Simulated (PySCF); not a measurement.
C₂H₇Ga, SMILES `C[GaH]C`.

Method: PBE/def2-TZVP; geometry: GFN2-xTB; program: PySCF. No frequency check shows the geometry to be a minimum. A basis without diffuse functions makes polarisabilities too small. GFN2-xTB bond lengths at metals and heavier atoms can be off by up to 0.1 Å and shapes distorted, which carries into these values.

Geometry (Å), atoms numbered from 1:

```
C1      -1.8108    0.6007   -0.0012
Ga2     -0.0000   -0.3220    0.0004
C3       1.8114    0.6000    0.0009
H4      -2.4724    0.1921   -0.7704
H5      -1.6954    1.6735   -0.1861
H6      -2.3208    0.4814    0.9593
H7      -0.0021   -1.9176   -0.0044
H8       2.5211    0.1026    0.6682
H9       1.7122    1.6418    0.3219
H10      2.2549    0.6033   -0.9992
```

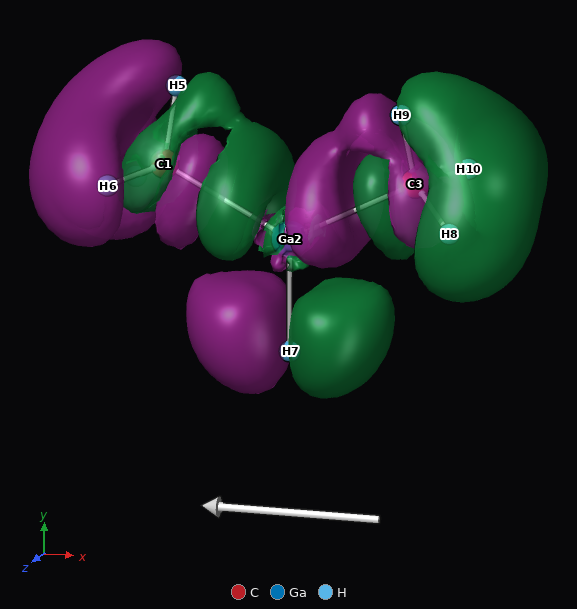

Change of the electron density in a uniform field of 0.21 V/Å along −x (arrow), surfaces at ±0.001 e/Å³ (green: gain, purple: loss).

The field was applied in both directions; the picture shows the one opposite to the script's first.

Q: How large is the response?

A: The induced dipole is 0.73 D (along the field); α along this axis, from the fields in both directions, is 72 bohr³ (10.7 Å³).
